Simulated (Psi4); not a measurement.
## Single-point calculation of MoCl$_{2}$O$_{2}$

The run: single-point calculation of MoCl$_{2}$O$_{2}$, SMILES O=[Mo](=O)(Cl)Cl. Method and program: TPSS/def2-SVP, RKS, core potentials def2 (Psi4 1.11).

The geometry comes from this level: PBE0-D4/def2-TZVP.

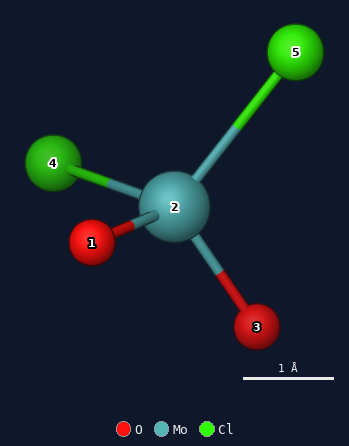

The input geometry (ball-and-stick view, seen at an oblique angle; atoms are numbered from 1 in the order of the input). Sticks mark near contacts. Bond lengths as drawn: Cl–Mo 2.24 Å and Mo–O 1.66 Å.

The input (calc.dat)
```
memory 2200 mb

molecule mol {
  0 1
  O      0.30384906    -0.36624782     3.23205528
  Mo     0.12734864    -0.11648272     0.10436957
  O      2.31875065    -2.03041623    -1.08332330
  Cl    -3.70422225    -1.36169885    -1.20451143
  Cl     0.95429280     3.87484562    -1.04859013
  units au
  symmetry c1
  no_reorient
  no_com
}

set {
  puream true
  e_convergence 1e-09
  d_convergence 1e-08
  scf_type pk
  dft_radial_points 99
  dft_spherical_points 590
}

E, wfn = energy("tpss/def2-SVP", return_wfn=True)
oeprop(wfn, "QUADRUPOLE", "DIPOLE", "MAYER_INDICES")
```

Launch command:
```bash
psi4 calc.dat calc.out -n 1
```

The program's output
```
Psi4 1.11 release

   => Loading Basis Set <=

    Name: DEF2-SVP
    Role: ORBITAL
    Keyword: BASIS

    !!!  WARNING: ECP capability is in beta. Please check occupations closely.  !!!

         ---------------------------------------------------------
                                   SCF
                              RKS Reference
                        1 Threads,   2098 MiB Core
         ---------------------------------------------------------

  ==> Geometry <==

    Molecular point group: c1
    Full point group: C1

    Geometry (in Bohr), charge = 0, multiplicity = 1:

       Center              X                  Y                   Z               Mass
    ------------   -----------------  -----------------  -----------------  -----------------
         O            0.303849060000    -0.366247820000     3.232055280000    15.994914619570
         MO           0.127348640000    -0.116482720000     0.104369570000    97.905404820000
         O            2.318750650000    -2.030416230000    -1.083323300000    15.994914619570
         CL          -3.704222250000    -1.361698850000    -1.204511430000    34.968852682000
         CL           0.954292800000     3.874845620000    -1.048590130000    34.968852682000

  Running in c1 symmetry.

  Rotational constants: A =      0.08895  B =      0.05664  C =      0.04518 [cm^-1]
  Rotational constants: A =   2666.54328  B =   1697.99687  C =   1354.32605 [MHz]
  Nuclear repulsion =  327.309723767329160

  Charge       = 0
  Multiplicity = 1
  Electrons    = 64
  Nalpha       = 32
  Nbeta        = 32

  ==> Algorithm <==

  SCF Algorithm Type is PK.
  DIIS enabled.
  MOM disabled.
  Fractional occupation disabled.
  Guess Type is SAD.
  Energy threshold   = 1.00e-09
  Density threshold  = 1.00e-08
  Integral threshold = 1.00e-12

  ==> Primary Basis <==

  Basis Set: DEF2-SVP
    Blend: DEF2-SVP
    Number of shells: 39
    Number of basis functions: 95
    Number of Cartesian functions: 104
    Spherical Harmonics?: true
    Max angular momentum: 3

  Core potential: DEF2-SVP
    Number of shells: 4
    Number of ECP primitives: 14
    Number of ECP core electrons: 28
    Max angular momentum: 3

  ==> DFT Potential <==

   => LibXC <=

    Version 7.1.2

   => Composite Functional: TPSS <=

    TPSS Meta-GGA XC Functional

    Deriv               =              1
    GGA                 =           TRUE
    Meta                =           TRUE

    Exchange Hybrid     =          FALSE
    MP2 Hybrid          =          FALSE

   => Exchange Functionals <=

    1.0000   XC_MGGA_X_TPSS

   => Correlation Functionals <=

    1.0000   XC_MGGA_C_TPSS

   => LibXC Density Thresholds  <==

    XC_MGGA_C_TPSS:  1.00E-15
    XC_MGGA_X_TPSS:  1.00E-15

   => Molecular Quadrature <=

    Radial Scheme          =       TREUTLER
    Pruning Scheme         =           NONE
    Nuclear Scheme         =       TREUTLER

    Blocking Scheme        =         OCTREE
    BS radius alpha        =              1
    Pruning alpha          =              1
    Radial Points          =             99
    Spherical Points       =            590
    Total Points           =         279732
    Total Blocks           =           2180
    Max Points             =            256
    Max Functions          =             91
    Weights Tolerance      =       1.00E-15

  ==> Integral Setup <==

  Using in-core PK algorithm.
   Calculation information:
      Number of atoms:                   5
      Number of AO shells:              39
      Number of primitives:             79
      Number of atomic orbitals:       104
      Number of basis functions:        95

      Integral cutoff                 1.00e-12
      Number of threads:                 1

  Performing in-core PK
  Using 20798160 doubles for integral storage.
  We computed 247356 shell quartets total.
  Whereas there are 304590 unique shell quartets.

  ==> DiskJK: Disk-Based J/K Matrices <==

    J tasked:                  Yes
    K tasked:                   No
    wK tasked:                  No
    Memory [MiB]:              621
    Schwarz Cutoff:          1E-12

  Cached 50.0% of DFT collocation blocks in 0.687 [GiB].

  Minimum eigenvalue in the overlap matrix is 1.2776056039E-02.
  Reciprocal condition number of the overlap matrix is 3.2155617186E-03.
    Using symmetric orthogonalization.

  ==> Pre-Iterations <==

  SCF Guess: Superposition of Atomic Densities via on-the-fly atomic UHF (no occupation information).

   -------------------------
    Irrep   Nso     Nmo
   -------------------------
     A         95      95
   -------------------------
    Total      95      95
   -------------------------

  ==> Iterations <==

                        Total Energy        Delta E     RMS |[F,P]|

   @RKS iter SAD: -1138.23767143879650   -1.13824e+03   0.00000e+00
   @RKS iter   1: -1137.80593294526807    4.31738e-01   1.67242e-02 ADIIS/DIIS
   @RKS iter   2: -1121.53292991902413    1.62730e+01   4.79189e-02 ADIIS/DIIS
   @RKS iter   3: -1138.07945653620345   -1.65465e+01   1.39861e-02 ADIIS/DIIS
   @RKS iter   4: -1138.45577785402406   -3.76321e-01   9.84472e-03 ADIIS/DIIS
   @RKS iter   5: -1138.84147074004773   -3.85693e-01   4.54486e-03 ADIIS/DIIS
   @RKS iter   6: -1138.85813051745663   -1.66598e-02   3.99466e-03 ADIIS/DIIS
   @RKS iter   7: -1138.91015765259908   -5.20271e-02   1.26685e-03 ADIIS/DIIS
   @RKS iter   8: -1138.91438155045466   -4.22390e-03   5.63114e-04 ADIIS/DIIS
   @RKS iter   9: -1138.91527096282289   -8.89412e-04   2.55091e-04 ADIIS/DIIS
   @RKS iter  10: -1138.91548213510077   -2.11172e-04   9.67494e-05 DIIS
   @RKS iter  11: -1138.91551945324522   -3.73181e-05   2.21085e-05 DIIS
   @RKS iter  12: -1138.91552161809386   -2.16485e-06   6.03016e-06 DIIS
   @RKS iter  13: -1138.91552178987922   -1.71785e-07   5.89754e-07 DIIS
   @RKS iter  14: -1138.91552179131031   -1.43109e-09   1.11208e-07 DIIS
   @RKS iter  15: -1138.91552179136261   -5.22959e-11   1.77253e-08 DIIS
   @RKS iter  16: -1138.91552179136556   -2.95586e-12   1.69813e-09 DIIS
  Energy and wave function converged.

  ==> Post-Iterations <==

   Electrons on quadrature grid:
      Ntotal   =   63.9999979240 ; deviation = -2.076e-06

    Orbital Energies [Eh]
    ---------------------

    Doubly Occupied:

       1A   -101.008033     2A   -101.008010     3A    -18.958555
       4A    -18.958553     5A     -9.282494     6A     -9.282478
       7A     -7.065361     8A     -7.065352     9A     -7.061293
      10A     -7.061280    11A     -7.060144    12A     -7.060139
      13A     -2.605926    14A     -1.648161    15A     -1.640489
      16A     -1.629174    17A     -0.885376    18A     -0.878096
      19A     -0.789989    20A     -0.785608    21A     -0.431450
      22A     -0.420306    23A     -0.416958    24A     -0.414415
      25A     -0.401745    26A     -0.378411    27A     -0.352431
      28A     -0.333170    29A     -0.331597    30A     -0.321650
      31A     -0.320809    32A     -0.311029

    Virtual:

      33A     -0.161115    34A     -0.139855    35A     -0.122627
      36A     -0.071551    37A     -0.046107    38A     -0.017570
      39A      0.040289    40A      0.047445    41A      0.049618
      42A      0.139319    43A      0.236201    44A      0.250129
      45A      0.255648    46A      0.269734    47A      0.278432
      48A      0.311272    49A      0.351378    50A      0.355332
      51A      0.574600    52A      0.602501    53A      0.647277
      54A      0.649081    55A      0.678474    56A      0.688850
      57A      0.710001    58A      0.715836    59A      0.719965
      60A      0.723872    61A      0.730491    62A      0.735381
      63A      0.853662    64A      0.875260    65A      0.877105
      66A      0.907302    67A      0.934949    68A      0.990652
      69A      1.024983    70A      1.042079    71A      1.144893
      72A      1.173033    73A      1.186212    74A      1.193478
      75A      1.230084    76A      1.254002    77A      1.265413
      78A      1.287994    79A      1.386501    80A      1.456143
      81A      1.478896    82A      1.504931    83A      1.546566
      84A      1.663732    85A      2.526867    86A      2.532111
      87A      2.548241    88A      2.574872    89A      2.727436
      90A      2.730154    91A      2.745305    92A      2.768588
      93A      2.826329    94A      3.111246    95A     39.350213

    Final Occupation by Irrep:
              A
    DOCC [    32 ]
    NA   [    32 ]
    NB   [    32 ]

  @RKS Final Energy: -1138.91552179136556

   => Energetics <=

    Nuclear Repulsion Energy =            327.3097237673291602
    One-Electron Energy =               -2244.5837971837645455
    Two-Electron Energy =                 859.8733477187020071
    DFT Exchange-Correlation Energy =     -81.5147960936322420
    Empirical Dispersion Energy =           0.0000000000000000
    VV10 Nonlocal Energy =                  0.0000000000000000
    Total Energy =                      -1138.9155217913655633

Computation Completed

Properties will be evaluated at   0.000000,   0.000000,   0.000000 [a0]

Properties computed using the SCF density matrix

 Multipole Moments:

 ------------------------------------------------------------------------------------
     Multipole            Electronic (a.u.)      Nuclear  (a.u.)        Total (a.u.)
 ------------------------------------------------------------------------------------

 L = 1.  Multiply by 2.5417464519 to convert [e a0] to [Debye]
 Dipole X            :         23.7086266          -23.9851220           -0.2764954
 Dipole Y            :        -21.6667461           21.9194246            0.2526786
 Dipole Z            :         19.4251564          -19.6516967           -0.2265403
 Magnitude           :                                                    0.4377404

 ------------------------------------------------------------------------------------

	total time  =         24 seconds =       0.40 minutes

Properties will be evaluated at   0.000000,   0.000000,   0.000000 [a0]
OEProp: No title given, name of density matrix used for the following properties is 'SCF density'

 Multipole Moments:

 ------------------------------------------------------------------------------------
     Multipole            Electronic (a.u.)      Nuclear  (a.u.)        Total (a.u.)
 ------------------------------------------------------------------------------------

 L = 1.  Multiply by 2.5417464519 to convert [e a0] to [Debye]
 Dipole X            :         23.7086266          -23.9851220           -0.2764954
 Dipole Y            :        -21.6667461           21.9194246            0.2526786
 Dipole Z            :         19.4251564          -19.6516967           -0.2265403
 Magnitude           :                                                    0.4377404

 L = 2.  Multiply by 1.3450342976 to convert [e a0^2] to [Debye ang]
 Quadrupole XX       :       -336.0549099          292.7214109          -43.3334989
 Quadrupole XY       :       -109.0881615          109.8479528            0.7597913
 Quadrupole XZ       :        -46.5722353           46.7858538            0.2136185
 Quadrupole YY       :       -364.1540578          321.0108651          -43.1431927
 Quadrupole YZ       :         33.0961882          -33.2333212           -0.1371330
 Quadrupole ZZ       :       -180.7332011          136.4672815          -44.2659196
 Traceless XX        :        -42.4075203           42.6548917            0.2473715
 Traceless YY        :        -70.5066682           70.9443459            0.4376777
 Traceless ZZ        :        112.9141885         -113.5992377           -0.6850492

 ------------------------------------------------------------------------------------

  Mayer Bond Indices:

  Irrep: 1 Size: 5 x 5

                 1                   2                   3                   4                   5

    1     0.00000000000000     2.10132784613662     0.15317767867026     0.09141445291492     0.09142336777322
    2     2.10132784613662     0.00000000000000     2.10132447345899     1.19282684089367     1.19285427693515
    3     0.15317767867026     2.10132447345899     0.00000000000000     0.09141345809255     0.09142561680766
    4     0.09141445291492     1.19282684089367     0.09141345809255     0.00000000000000     0.04048761542452
    5     0.09142336777322     1.19285427693515     0.09142561680766     0.04048761542452     0.00000000000000

  Atomic Valences:

 #  #
 Irrep: 1
      1:    2.437343345495024
      2:    6.588333437424422
      3:    2.437341227029451
      4:    1.416142367325658
      5:    1.416190876940548

    Psi4 run time: 0:00:23.80
```

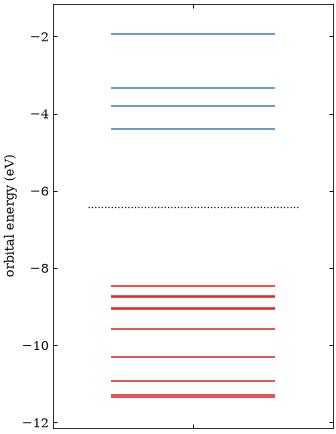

Orbital energies near the frontier; the dotted line parts filled from empty levels, and levels within 0.02 eV of each other stand side by side. Highest filled −8.46 eV, lowest empty −4.38 eV, 4.08 eV apart.

Key numbers

```tsv
quantity	value
outcome	converged
total energy	−1138.915522 hartree
basis functions	95
HOMO	−8.46 eV
LUMO	−4.38 eV
dipole moment	1.11 D
hardware	1 thread of Intel Xeon (Granite Rapids), 64 GiB of memory available, shared host
wall time	25 s
peak memory	1.1 GiB
```
